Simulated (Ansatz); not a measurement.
# Al2Ga: what a guessed cell relaxes into, part 3 of 3

Where does this trial cell of Al2Ga go when cell and atoms are let free?

Ansatz 0.2.0; DFT PBE, scalar-relativistic, plane waves, PAW. Earlier steps stand in the parts before.

**4. Relaxation on the finer mesh**

The end of the coarse run is made exact in the group found at a tolerance of 0.06 Å and reduced to its primitive cell.

Contents of input.yaml:

```yaml
crystal:
  lattice:
    - [0.0, 5.6228003158, 5.6228003158]
    - [5.6228003158, 0.0, 5.6228003158]
    - [5.6228003158, 5.6228003158, 0.0]
  atoms:
    - { symbol: Al, position: [0.125, 0.125, 0.125] }
    - { symbol: Al, position: [0.125, 0.125, 0.625] }
    - { symbol: Al, position: [0.125, 0.625, 0.125] }
    - { symbol: Al, position: [0.625, 0.125, 0.125] }
    - { symbol: Ga, position: [0.25, 0.25, 0.25] }
    - { symbol: Ga, position: [0.0, 0.0, 0.0] }
basis:
  ecutwfc: 420
kpoints:
  mp_grid: { grid: [6, 6, 6] }
hamiltonian:
  xc: pbe
scf:
  occupations: { method: gaussian, width: 0.1 }
output:
  forces: true
  stress: true
  eigenvalues: true
  write_density: true
  write_potential: true
  elf: true
  volumetric_format: npy
relax:
  adjacent_minimum: "off"
  f_tol: 0.01
  max_steps: 80
  cell: { stress_tol: 0.05 }
```

Started as:

```sh
$ ansatz run input.yaml --threads 1 --pin off --max-ram 2048MiB --backend cpu --events-out ev --progress --plain --runs-dir out
```

The log of the run, cut to the lines that bear on the results:

```text
Warning: RAYON_NUM_THREADS=1 ignored (pool sized by the plan → 1); use --threads N
[...]
Pseudopotentials: kind: paw
Pseudopotential: Al, paw, valence charge 3, recommended cutoff 420 eV (normal), Al.paw.azcp
Pseudopotential: Ga, paw, valence charge 13, recommended cutoff 420 eV (normal), Ga.paw.azcp
Functional definition: PBE
[...]
Crystal: 6 atoms, lattice volume = 355.540 Å³
Basis set: ecut = 420 eV, 6879 PW (Γ), exchange–correlation on 108×108×108 points (8 copies of the dense FFT grid, shifted against one another)
[...]
WARN: The input density's exchange-correlation potential varies sharply where the density is thin. Do not read a vacuum level from v_tot or v_xc, or from such a field of the output density. On a cell that repeats whose density bears no net charge and no dipole along the vacuum's axis use [...]
  cell:  # Å, volume = 364.8092 Å³
    - [6.496599341941877e-34, 5.671247232819249, 5.671247232819249]
    - [5.671247232819249, 1.3853042714434893e-34, 5.671247232819249]
    - [5.671247232819249, 5.671247232819249, -1.4808424970602808e-34]
  atoms:
    - { symbol: Al, position: [0.125, 0.125, 0.125] }
    - { symbol: Al, position: [0.125, 0.125, 0.6250000000000001] }
    - { symbol: Al, position: [0.125, 0.6250000000000001, 0.12499999999999994] }
    - { symbol: Al, position: [0.6250000000000001, 0.125, 0.12499999999999994] }
    - { symbol: Ga, position: [0.25, 0.25, 0.25] }
    - { symbol: Ga, position: [7.477791218359624e-36, -4.357337189068005e-35, 2.0084484962234303e-35] }
```

Run time: 43 s. Hardware: 1 thread of Arm Neoverse V1, shared host; peak memory 0.56 GiB.

The steps of the relaxation:

| step | E - E(step 1) (eV/cell) | largest force component (eV/Å) | pressure (GPa) | volume (Å³) |
| --- | --- | --- | --- | --- |
| 1 | 0.0000 | 0.0000 | 0.28 | 355.54 |
| 2 | -0.0048 | 0.0000 | 0.16 | 359.29 |
| 3 | -0.0073 | 0.0000 | 0.01 | 364.81 |
| 4 | -0.0081 | 0.0000 | 0.02 | 364.81 |

Step 1 is the start. Step 4 repeats the geometry before it on a plane-wave basis chosen anew for that cell, so its energy need not be comparable with the rows above.

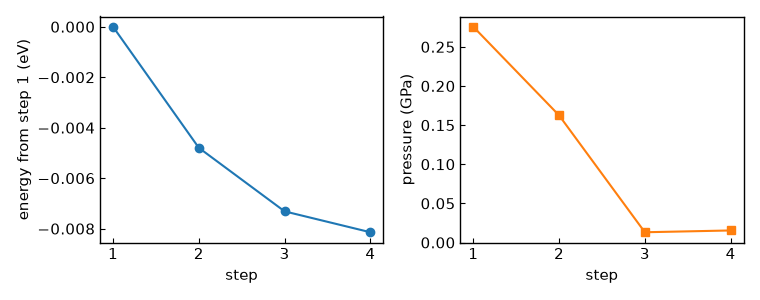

Energy and pressure along the relaxation.

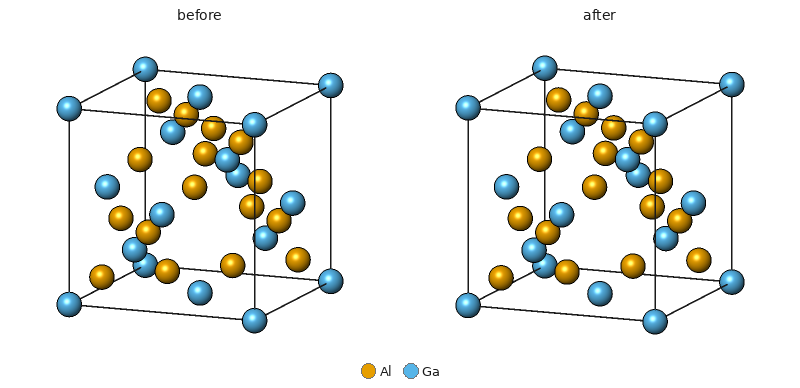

The structure before (left) and after (right) the relaxation, drawn at the same scale. The change is too small to see at this scale.

Lengths and angles in the start's conventional setting:

|  | before | after | change |
| --- | --- | --- | --- |
| a (Å) | 11.246 | 11.342 | +0.9 % |
| b (Å) | 11.246 | 11.342 | +0.9 % |
| c (Å) | 11.246 | 11.342 | +0.9 % |
| volume (Å³/atom) | 59.26 | 60.80 | +2.6 % |
| shortest distance (Å) | 2.435 | 2.456 | +0.9 % |
| space group (0.01 Å) | Fd-3m | Fd-3m | same |

The run keeps the 48 symmetry operations of the start, so it could not have lowered the symmetry.

The maps below are laid out on this run's own conventional cell (a, b, c = 11.342, 11.342, 11.342 Å).

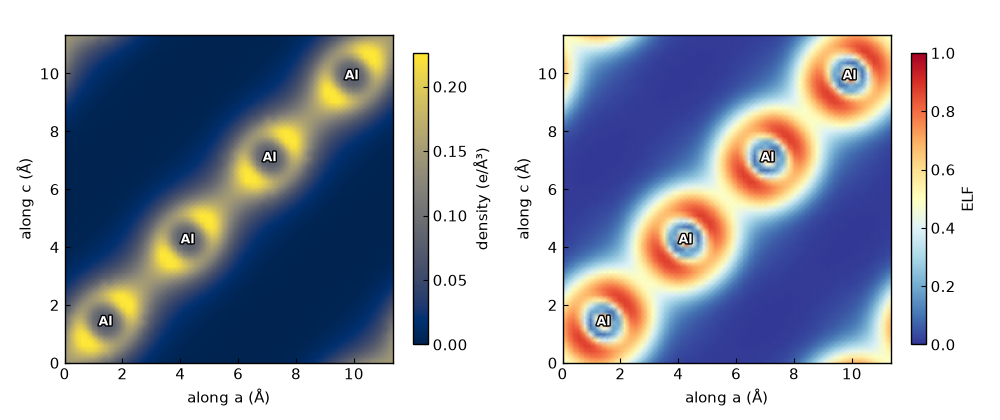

Density (left) and ELF (right) in a lattice plane of the grid's cell (edges 11.34 and 11.34 Å, at 0.125 of the third edge), which holds Al. Only atoms in the plane are labelled. Both are smooth fields of the valence electrons: close to the nuclei they are not physical.

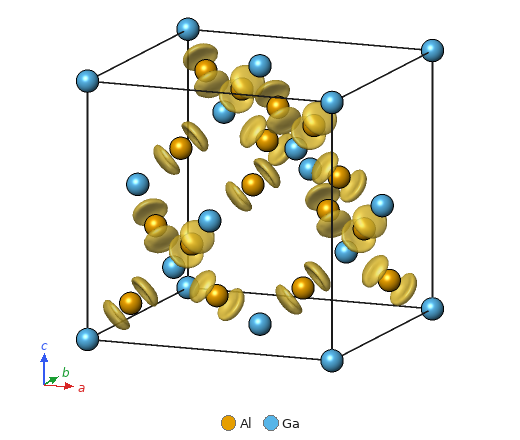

Surface of ELF = 0.84, drawn in one cell.

Outside the cores ELF peaks at 0.92 on the Al–Ga line, 0.9 Å from Al; 0.90 beside Al, off the lines to its neighbours, 0.9 Å from Al.

**5. Variant: ecutwfc 250 eV, mp_grid.grid [9, 9, 9]**

Contents of input.yaml:

```yaml
crystal:
  lattice:
    - [0.0, 5.6712472328, 5.6712472328]
    - [5.6712472328, 0.0, 5.6712472328]
    - [5.6712472328, 5.6712472328, 0.0]
  atoms:
    - { symbol: Al, position: [0.125, 0.125, 0.125] }
    - { symbol: Al, position: [0.125, 0.125, 0.625] }
    - { symbol: Al, position: [0.125, 0.625, 0.125] }
    - { symbol: Al, position: [0.625, 0.125, 0.125] }
    - { symbol: Ga, position: [0.25, 0.25, 0.25] }
    - { symbol: Ga, position: [0.0, 0.0, 0.0] }
basis:
  ecutwfc: "250 eV"
kpoints:
  mp_grid: { grid: [9, 9, 9] }
hamiltonian:
  xc: pbe
scf:
  occupations: { method: gaussian, width: 0.1 }
output:
  forces: true
  eigenvalues: true
  stress: true
```

Started as:

```sh
$ ansatz run input.yaml --threads 1 --pin off --max-ram 2048MiB --backend cpu --events-out ev --progress --plain --runs-dir out
```

The log of the run, cut to the lines that bear on the results:

```text
Warning: basis.ecutwfc = 250 eV is below the records' recommended 420 eV, and the density's cutoff is lower with it unless basis.ecutrho_ratio is high enough to keep the records' density cutoff: compare with a run at a higher cutoff
Warning: RAYON_NUM_THREADS=1 ignored (pool sized by the plan → 1); use --threads N
[...]
Pseudopotentials: kind: paw
Pseudopotential: Al, paw, valence charge 3, recommended cutoff 420 eV (normal), Al.paw.azcp
Pseudopotential: Ga, paw, valence charge 13, recommended cutoff 420 eV (normal), Ga.paw.azcp
Functional definition: PBE
[...]
  atom   1  Al     0.00000000    -0.00000000    -0.00000000
  atom   2  Al     0.00000000    -0.00000000    -0.00000000
  atom   3  Al    -0.00000000     0.00000000     0.00000000
  atom   4  Al    -0.00000000     0.00000000    -0.00000000
  atom   5  Ga     0.00000000    -0.00000000     0.00000000
  atom   6  Ga     0.00000000     0.00000000     0.00000000
[...]
--- Stress (GPa, compression-positive) ---
        0.172216       0.000000      -0.000000
        0.000000       0.172216       0.000000
       -0.000000       0.000000       0.172216
  P = ⅓ Tr σ = 0.1722 GPa (1.722 kbar)
--- Band table (eV; the first three rows and the last of 35) ---
[... band rows left out ...]
[...]
```

Wall time 9.9 s (1 thread of Arm Neoverse V1, shared host); peak memory 0.44 GiB.

```tsv
run	ending	energy change	pressure (GPa)	gap (eV)	force (eV/Å)	cycles	time
step 4	converged	0	0.0	0.00	0.00	-	43 s
variant	converged	+474.7 meV/atom	0.2	0.00	0.00	8	9.9 s
```

Changing the cutoff and k-point mesh moves the energy by +474.7 meV/atom. More than one kind of setting changed, and this run alone doesn't tell their shares apart. The log warns that the cutoff is under what these potentials recommend, so the shift holds truncation error. The variant is not converged in its settings.

**6. What came out**

This closing draws on all 3 parts. Changes of volume or cell count from the first structure of part 1.

```
                              quantity                                                                         value
symmetry at the end (tolerance 0.05 Å)                                                   space group Fd-3m (No. 227)
                     conventional cell  a = 11.342 Å, b = 11.342 Å, c = 11.342 Å, α = 90.00°, β = 90.00°, γ = 90.00°
                                volume                                                                 60.80 Å³/atom
              energy over the elements                                                                 +1.13 eV/atom
                       gap on the mesh                                                                  none (metal)
```

What this shows: The space group Fd-3m (No. 227) is kept, and the volume per atom grows by 275.6 % from the first guess. With a positive formation energy it can't be a ground state. No finished test with a distortion of lower symmetry is shown, so the end may be a saddle point.
